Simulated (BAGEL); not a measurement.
# GaSiH4OF (SMILES [F][GaH][O][SiH3]): a chain of runs

We compute a single-point energy (HF/6-31G*), then a single-point energy (NEVPT2(2,2)/6-31G*), then the energy (CASPT2(2,2)/6-31G*) of GaSiH4OF. 

The calculation is run with BAGEL 1.2.2.

2 further runs of the same task are left out: 2 set aside as unsound or not needed.

**1. Starting point**

GaSiH4OF: 8 atoms, total charge 0, spin state singlet. As SMILES, `[F][GaH][O][SiH3]`. The Si4–H8 distance was set to 1.711 Å, away from the relaxed value.

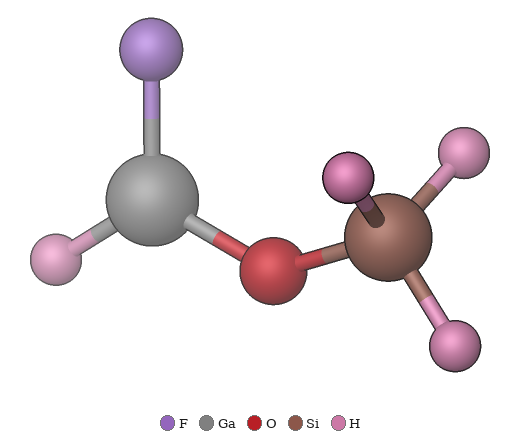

Viewed from a chosen angle; fluorine purple, gallium grey, oxygen red, silicon brown, hydrogen pink.

**2. The energy at HF/6-31G(d) (density fitting with svp-jkfit, spherical functions) (run 1)**

calc.json

```json
{ "bagel": [

{
  "title": "molecule",
  "basis": "6-31gs.json",
  "df_basis": "svp-jkfit",
  "angstrom": true,
  "geometry": [
    { "atom": "F", "xyz": [    1.034764,    1.351707,    1.785019 ] },
    { "atom": "Ga", "xyz": [    1.501564,    1.099907,    0.116319 ] },
    { "atom": "O", "xyz": [    0.499864,   -0.095493,   -0.705181 ] },
    { "atom": "Si", "xyz": [   -0.775136,   -1.066093,   -0.360281 ] },
    { "atom": "H", "xyz": [    2.670764,    1.863907,   -0.524281 ] },
    { "atom": "H", "xyz": [   -1.109836,   -1.837493,   -1.584381 ] },
    { "atom": "H", "xyz": [   -0.440936,   -2.014593,    0.735719 ] },
    { "atom": "H", "xyz": [   -2.137300,   -0.143800,    0.108800 ] }
  ]
},
{
  "title": "hf"
},
{
  "title": "print",
  "file": "orbitals.molden",
  "orbitals": true
}

]}
```

The basis set 6-31G* is read from a file made from the Basis Set Exchange's data (not shown).

On the command line:

```
$ BAGEL_NUM_THREADS=1 BAGEL calc.json > calc.out
```

The program printed:

```text
* using 1 threads per process

  ===============================================================
  ===============================================================

  *** Geometry ***

  { "atom" : "F", "xyz" : [      1.955421,      2.554356,      3.373197 ] },
  { "atom" : "Ga", "xyz" : [      2.837545,      2.078523,      0.219811 ] },
  { "atom" : "O", "xyz" : [      0.944606,     -0.180456,     -1.332599 ] },
  { "atom" : "Si", "xyz" : [     -1.464795,     -2.014624,     -0.680832 ] },
  { "atom" : "H", "xyz" : [      5.047013,      3.522274,     -0.990748 ] },
  { "atom" : "H", "xyz" : [     -2.097286,     -3.472359,     -2.994046 ] },
  { "atom" : "H", "xyz" : [     -0.833248,     -3.807029,      1.390307 ] },
  { "atom" : "H", "xyz" : [     -4.038912,     -0.271743,      0.205602 ] },

  Number of auxiliary basis functions:      620

  Since a DF basis is specified, we compute 2- and 3-index integrals:
    o Being stored without compression. Storage requirement is 0.037 GB

  Number of basis functions:       86
  Number of electrons      :       66

    * METHOD: MOLECULE                             0.48

  *** RHF ***

  === Nuclear Repulsion ===
   349.5876716443

      * DIIS with orbital gradients will be used.

  === RHF iteration (6-31gs.json) ===
      0      -2388.27817348          0.02342655           0.13
      1      -2388.43905093          0.01785055           0.12
      2      -2388.59436340          0.00124812           0.12
      3      -2388.59573150          0.00053341           0.12
      4      -2388.59588926          0.00009701           0.12
      5      -2388.59589778          0.00002035           0.12
      6      -2388.59589821          0.00001095           0.12
      7      -2388.59589830          0.00000314           0.12
      8      -2388.59589831          0.00000116           0.12
      9      -2388.59589831          0.00000040           0.12
     10      -2388.59589831          0.00000019           0.12
     11      -2388.59589831          0.00000007           0.12
     12      -2388.59589831          0.00000003           0.12
     13      -2388.59589831          0.00000001           0.12
     14      -2388.59589831          0.00000001           0.12
    * SCF iteration converged.

    * Permanent dipole moment:
           (   -0.634359,    -0.110046,     0.552427) a.u.

    * METHOD: HF                                   2.15

    * METHOD: PRINT                                0.02

  ===============================================================
```

It took 2.8 s on 1 thread of Arm Neoverse V1, shared host; peak memory 0.17 GiB.

**3. A single-point energy at NEVPT2(2,2)/6-31G(d) (density fitting with svp-jkfit, spherical functions) (run 2)**

Edit calc.json of step 2 so:

```diff
@@ -22,2 +22,21 @@
 {
+  "title": "casscf",
+  "nstate": 1,
+  "nact": 2,
+  "nclosed": 32,
+  "active": [33, 39],
+  "maxiter": 200,
+  "natocc": true
+},
+{
+  "title": "nevpt2",
+  "nstate": 1,
+  "nact": 2,
+  "nclosed": 32,
+  "active": [33, 39],
+  "maxiter": 200,
+  "natocc": true,
+  "ncore": 16
+},
+{
   "title": "print",
```

The basis set 6-31G* is read from a file made from the Basis Set Exchange's data (not shown).

On the command line:

```
$ BAGEL_NUM_THREADS=1 BAGEL calc.json > calc.out
```

The program printed:

```text
* using 1 threads per process

  ===============================================================
  ===============================================================

  *** Geometry ***

  { "atom" : "F", "xyz" : [      1.955421,      2.554356,      3.373197 ] },
  { "atom" : "Ga", "xyz" : [      2.837545,      2.078523,      0.219811 ] },
  { "atom" : "O", "xyz" : [      0.944606,     -0.180456,     -1.332599 ] },
[... 4 lines of this table left out ...]
  { "atom" : "H", "xyz" : [     -4.038912,     -0.271743,      0.205602 ] },

  Number of auxiliary basis functions:      620

  Since a DF basis is specified, we compute 2- and 3-index integrals:
    o Being stored without compression. Storage requirement is 0.037 GB

[... 18 lines left out ...]
    * SCF iteration converged.
[... 1 line left out ...]
    * Permanent dipole moment:
[... 27 lines left out ...]
    * Second-order optimization converged. *
[... 1 line left out ...]
     guess   0:   closed 1.                   open ..

  === FCI iteration ===

      0  0     -2388.59560542     7.12e-02      0.00
      1  0     -2388.61380128     2.28e-04      0.00
      2  0 *   -2388.61380159     5.66e-16      0.00

     * ci vector, state   0, <S^2> = 0.0000
       2.     0.9919247360
       .2    -0.1268279077

    * METHOD: CASSCF                               6.11

    * freezing 16 orbitals

  === DF-NEVPT2 calculation ===

    * 3-index integral transformation done
    * assembly done

      NEVPT2 correlation energy:   -0.6534407290      0.20

          (+0)     -0.6307773853
          (+0)'    -0.0031159725
          (+1)     -0.0066606271
          (+1)'    -0.0000000000
          (+2)     -0.0001845333
          (-1)     -0.0095919559
          (-1)'     0.0000000000
          (-2)     -0.0031102548

      NEVPT2 total energy:       -2389.2672423144

    * METHOD: NEVPT2                               0.41

    * METHOD: PRINT                                0.02

  ===============================================================
```

It took 9.3 s on 1 thread of Arm Neoverse V1, shared host; peak memory 0.17 GiB.

**4. A single-point energy at CASPT2(2,2)/6-31G(d) (density fitting with svp-jkfit, spherical functions) (run 3)**

input.json

```json
{ "bagel": [

{
  "title": "molecule",
  "basis": "6-31gs.json",
  "df_basis": "svp-jkfit",
  "angstrom": true,
  "geometry": [
    { "atom": "F", "xyz": [       1.034764,       1.351707,       1.785019 ] },
    { "atom": "Ga", "xyz": [       1.501564,       1.099907,       0.116319 ] },
    { "atom": "O", "xyz": [       0.499864,      -0.095493,      -0.705181 ] },
    { "atom": "Si", "xyz": [      -0.775136,      -1.066093,      -0.360281 ] },
    { "atom": "H", "xyz": [       2.670764,       1.863907,      -0.524281 ] },
    { "atom": "H", "xyz": [      -1.109836,      -1.837493,      -1.584381 ] },
    { "atom": "H", "xyz": [      -0.440936,      -2.014593,       0.735719 ] },
    { "atom": "H", "xyz": [      -2.137300,      -0.143800,       0.108800 ] }
  ]
},

{
  "title": "hf",
  "charge": 0
},

{
  "title": "casscf",
  "nstate": 1,
  "nact": 2,
  "nclosed": 32,
  "charge": 0,
  "active": [33, 39],
  "maxiter": 200,
  "natocc": true
},

{
  "title": "print",
  "file": "orbitals.molden",
  "orbitals": true
},

{
  "title": "smith",
  "method": "caspt2",
  "ms": true,
  "xms": true,
  "sssr": true,
  "shift": 0.2,
  "shift_imag": true,
  "ncore": 16
}

]}
```

The basis set 6-31G* is read from a file made from the Basis Set Exchange's data (not shown).

On the command line:

```
$ BAGEL_NUM_THREADS=1 BAGEL input.json > input.out
```

The program printed:

```text
* using 1 threads per process

  ===============================================================
  ===============================================================

  *** Geometry ***

  { "atom" : "F", "xyz" : [      1.955421,      2.554356,      3.373197 ] },
  { "atom" : "Ga", "xyz" : [      2.837545,      2.078523,      0.219811 ] },
  { "atom" : "O", "xyz" : [      0.944606,     -0.180456,     -1.332599 ] },
[... 4 lines of this table left out ...]
  { "atom" : "H", "xyz" : [     -4.038912,     -0.271743,      0.205602 ] },

  Number of auxiliary basis functions:      620

  Since a DF basis is specified, we compute 2- and 3-index integrals:
    o Being stored without compression. Storage requirement is 0.037 GB

[... 18 lines left out ...]
    * SCF iteration converged.
[... 1 line left out ...]
    * Permanent dipole moment:
[... 27 lines left out ...]
    * Second-order optimization converged. *
[... 9 lines left out ...]
     * ci vector, state   0, <S^2> = 0.0000
[... 16 lines left out ...]
    * Zeroth order energy : state  0       -0.8957298678
[... 4 lines left out ...]
       #      aibj      arbs      arbi      airj      risj      airs      arst      rist         Etot      error   time
[... 2 lines left out ...]
       0  -0.62962  -0.00387  -0.00984  -0.00742  -0.00028  -0.00273  -0.00000  -0.00000   -0.6537696  0.0008698   0.10
       1  -0.62978  -0.00391  -0.00987  -0.00762  -0.00031  -0.00282   0.00000  -0.00000   -0.6543072  0.0001706   0.09
       2  -0.62979  -0.00391  -0.00988  -0.00762  -0.00031  -0.00282  -0.00000  -0.00000   -0.6543241  0.0000370   0.09
       3  -0.62979  -0.00391  -0.00988  -0.00762  -0.00031  -0.00282   0.00000  -0.00000   -0.6543248  0.0000084   0.09
       4  -0.62978  -0.00391  -0.00988  -0.00762  -0.00031  -0.00282   0.00000  -0.00000   -0.6543248  0.0000016   0.10
       5  -0.62979  -0.00391  -0.00988  -0.00762  -0.00031  -0.00282  -0.00000  -0.00000   -0.6543248  0.0000003   0.10

      ------------------------------------------------------------------------------------------------------------------

    * CASPT2 energy : state  0    -2389.2703827504
        w/o shift correction      -2389.2681264030
        reference weight              0.8552530585

    * METHOD: SMITH                                0.91

  ===============================================================
```

It took 9.9 s on 1 thread of Arm Neoverse V1, shared host; peak memory 0.24 GiB.

**5. Summary of results**

| quantity | value |
| --- | --- |
| run 1, HF/6-31G*: total energy | -2388.59590 Eh |
| run 1, HF/6-31G*: dipole moment | 2.16 D |
| run 1, HF/6-31G*: HOMO energy | -11.67 eV |
| run 1, HF/6-31G*: LUMO energy | 1.49 eV |
| run 1, HF/6-31G*: HOMO–LUMO gap | 13.16 eV |
| run 2, NEVPT2(2,2)/6-31G*: total energy | -2389.26724 Eh |
| run 3, CASPT2(2,2)/6-31G*: total energy | -2389.27038 Eh |
